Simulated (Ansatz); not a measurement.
Band structure of ReTc (P-6m2, 2 atoms in the cell).

```
ReTc
1.0
    2.74930     0.00000     0.00000
   -1.37465     2.38096     0.00000
    0.00000     0.00000     4.44027
Tc Re
1 1
Direct
  0.66667   0.33333   0.00000
  0.00000   0.00000   0.50000
```

Computed with PBEsol, PAW files (plane waves; Ansatz, a first-principles code).

Settings: kpoints.mp_grid.grid = 11 11 6; hamiltonian.xc = pbesol; hamiltonian.pseudopotentials = {kind: paw} (the program's default PAW files); scf.occupations.method = gaussian; scf.occupations.width = 0.2 eV; kpoints.band_path.npoints = 8.

The starting cell comes from a database of computed structures (which also holds hypothetical and non-ambient phases and stackings), without a prior relaxation at this level. Spin-orbit coupling is off. Spin polarisation is off.

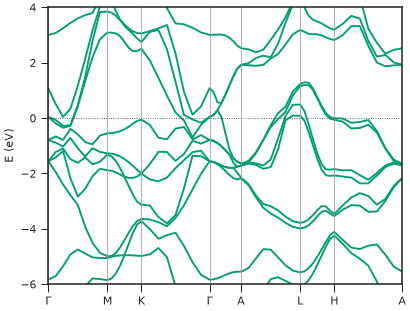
Figure: Bands along the path, energies from the Fermi level.

Levels in eV from the Fermi level, bands 12 to 18:
| point | 12 | 13 | 14 | 15 | 16 | 17 | 18 |
|---|---|---|---|---|---|---|---|
| Γ | -1.56 | -1.56 | -0.79 | -0.79 | 0.04 | 0.04 | 1.08 |
| M | -1.89 | -1.33 | -1.27 | -0.55 | 3.09 | 3.85 | 4.39 |
| K | -3.13 | -2.01 | -2.00 | -0.06 | 2.51 | 2.75 | 3.05 |
| A | -2.16 | -1.72 | -1.72 | -1.65 | -1.65 | 1.92 | 1.92 |
| L | -3.79 | 0.09 | 0.49 | 1.15 | 1.23 | 3.18 | 4.38 |
| H | -3.46 | -2.07 | -1.85 | -0.06 | -0.01 | 2.82 | 3.19 |

Bands cross the Fermi level along this path, so the cell is metallic at this level.

Keys are those of Ansatz 0.2.
